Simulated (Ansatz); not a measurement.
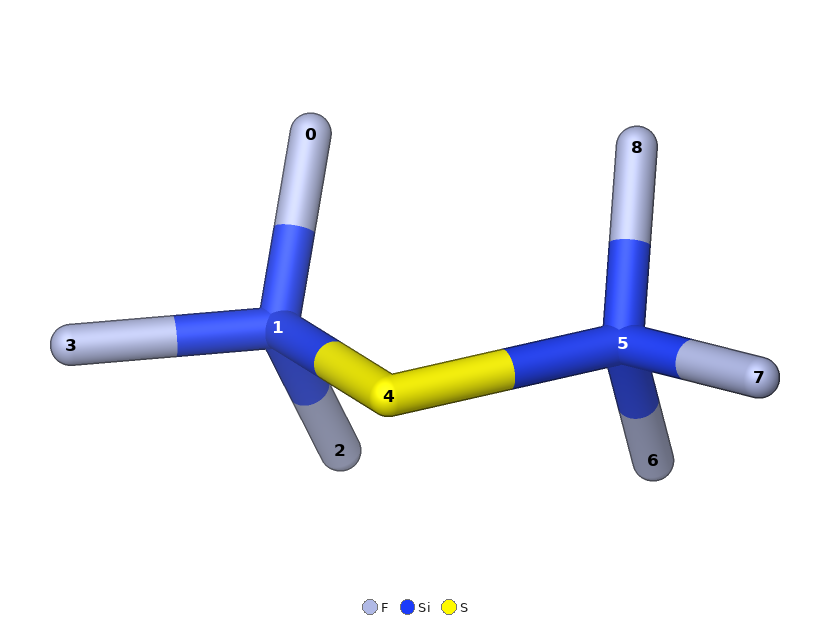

The structure as it stands in the input. Atoms are numbered from 0, in the order of the input.

The calculation was set up as follows.

```yaml
crystal:
  periodic: [false, false, false]
  atoms:
    - {symbol: F, position_ang: [1.488900, -1.027200, 1.100500]}
    - {symbol: Si, position_ang: [1.293100, -0.521800, -0.434700]}
    - {symbol: F, position_ang: [0.398800, -1.578300, -1.271600]}
    - {symbol: F, position_ang: [2.837500, -0.448400, -1.083200]}
    - {symbol: S, position_ang: [0.459500, 1.402400, -0.581800]}
    - {symbol: Si, position_ang: [-1.267500, 0.658800, 0.371600]}
    - {symbol: F, position_ang: [-1.913500, -0.502900, -0.507500]}
    - {symbol: F, position_ang: [-2.280900, 1.861300, 0.512700]}
    - {symbol: F, position_ang: [-0.927400, 0.109700, 1.877000]}
basis:
  gaussian: {orbitals: def2-SVP}
hamiltonian: {xc: pbe, dispersion: d4}
relax: {f_tol: 0.03, max_steps: 200}
```

What the program printed (its end):

```
the host takes the grids with the factors
1485 factors; their error is unknown
mean field -42854.11083712 eV, -1574.8595257046 hartree, gradient 7.7e-5 eV, S^2 0.000000; 1 other end points of the search recorded, 0 dependent functions left out
the calculation of the forces begins
reference -42854.11086872 eV, -1574.8595268657 hartree; 49, 49 occupied and 89, 89 virtual orbitals, 1485 factors
Total energy: -42854.45342006 eV, -1574.8721153954 hartree
Atom 0 at     2.119052    -0.729776     1.137195 Å, force    -0.008022    -0.006774     0.005956 eV/Å
Atom 1 at     1.476400    -0.530501    -0.324732 Å, force     0.025210     0.016306     0.010330 eV/Å
Atom 2 at     0.487618    -1.773286    -0.612569 Å, force    -0.001522     0.003265    -0.001585 eV/Å
Atom 3 at     2.677284    -0.541408    -1.396299 Å, force    -0.002484    -0.007079    -0.013828 eV/Å
Atom 4 at     0.452106     1.322913    -0.530653 Å, force    -0.004532    -0.015779     0.007279 eV/Å
Atom 5 at    -1.408752     0.664606     0.263380 Å, force    -0.013145     0.015153    -0.019954 eV/Å
Atom 6 at    -2.350804    -0.024362    -0.844652 Å, force    -0.000424    -0.009981     0.001416 eV/Å
Atom 7 at    -2.178674     1.959425     0.830121 Å, force    -0.000576     0.003055     0.011977 eV/Å
Atom 8 at    -1.185731    -0.394010     1.461209 Å, force     0.005496     0.001835    -0.001591 eV/Å
Dipole moment:     0.047947     0.144809    -0.057848 e Å
```
